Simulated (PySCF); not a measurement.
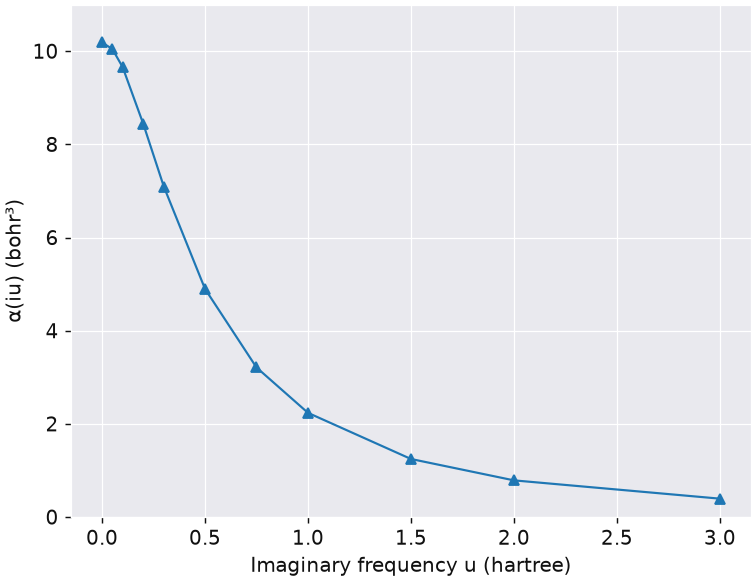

Dipole polarisability at imaginary frequency of neutral carbon ([He] 2s 2p³). Coupled response at the B97-3 level; PySCF, dyall-av3z, non-relativistic, unrestricted single determinants, no spin-orbit coupling.

Give the static polarisability, its fall-off and C₆.

The static dipole polarisability is 10.2 bohr³; α(iu) falls to half of it near u = 0.48 hartree. The Casimir–Polder integral gives C₆ = 37.9 hartree bohr⁶ for two such species.
